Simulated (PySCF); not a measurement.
**C$_{6}$H$_{12}$Si: density, localisation and related maps**

```xyz
19

Si   -0.3025   -0.0011   -0.2133
C    -0.3253   -0.1424    1.6784
C    -1.7140   -0.1288    2.2246
C    -2.3779   -1.1873    2.6959
H     0.2641    0.7009    2.0797
H     0.2010   -1.0710    1.9568
H    -2.2305    0.8395    2.1948
H    -1.9150   -2.1785    2.7452
H    -3.4081   -1.1006    3.0498
C     1.4795    0.1238   -0.8521
C     1.5396    0.1292   -2.3434
C     1.7513    1.2022   -3.1099
H     2.0406   -0.7324   -0.4381
H     1.9252    1.0414   -0.4326
H     1.3554   -0.8355   -2.8338
H     1.9361    2.1902   -2.6752
H     1.7484    1.1308   -4.2003
H    -1.0625    1.2161   -0.6369
H    -0.9680   -1.2033   -0.8049
```

Geometry: PBE0-D3(BJ)/def2-SVP.

All numbers below come from PySCF, CAM-B3LYP/def2-SVPD, SCF density, gas phase.

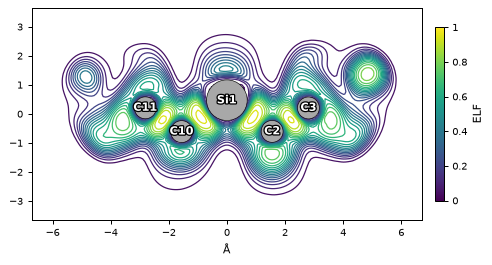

Figure 1. Electron localisation function on the plane of atoms Si1, C10 and C11. Grey discs cover the atomic cores.

> Read the bonding off the picture.

- The plane passes through Si and C nuclei.
- C–Si (1.90 Å): the ELF peaks at about 0.95 between the atoms: a shared electron pair.
- C–C (1.49 Å): the ELF peaks at about 0.95 between the atoms, as expected for a shared electron pair.

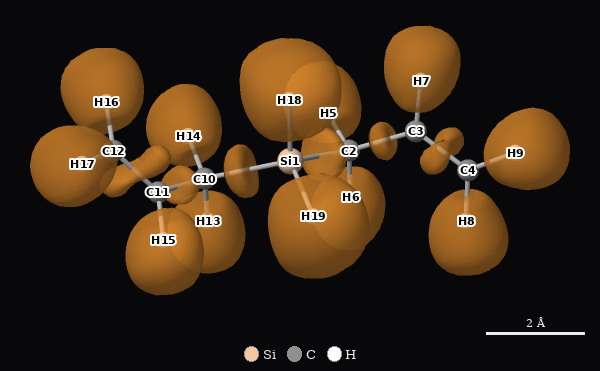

Figure 2. Isosurface of the ELF at 0.85 (orange), seen at a tilt. Only the valence region is drawn (cores and ρ < 0.01 e/Å³ removed).

> Describe the localisation domains.

The surface consists of four regions between bonded C–C atoms (shared pairs), two regions between bonded C–Si atoms (shared pairs) and twelve regions around hydrogen nuclei. Along the contacts the grid gives the following. C–C (1.34 Å): the ELF peaks at about 0.95 between the atoms (a multiple bond).

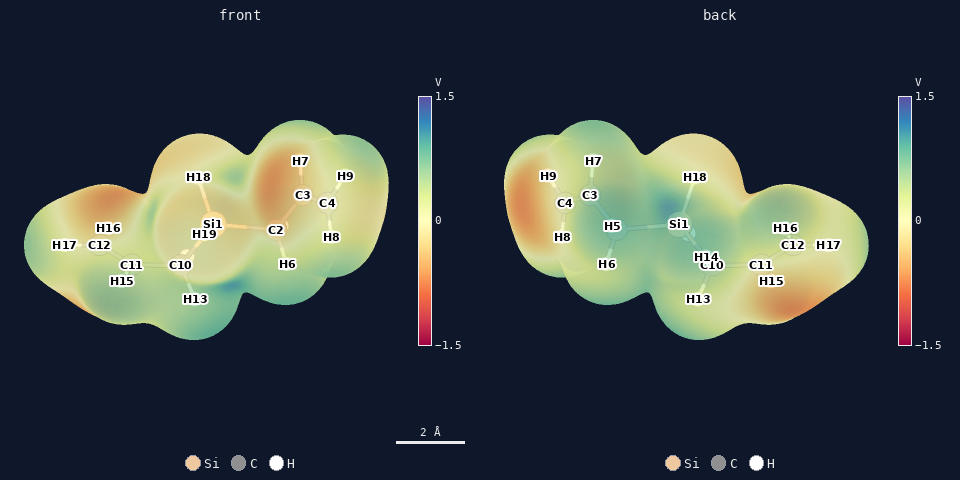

Figure 3. The molecular electrostatic potential painted on the density surface at 0.002 e/bohr³, seen from the front and from behind; the colour scale runs from red (negative) to blue (positive).

> Describe the electrostatic potential map.

The most negative region (about −0.7 V, or −16 kcal/mol for a unit charge) lies over the π face of C3, C4, C11 and C12, the most positive (about +1.0 V, or +23 kcal/mol for a unit charge) over Si1.

> How polar is the molecule by this calculation?

Its dipole moment is 0.89 D.
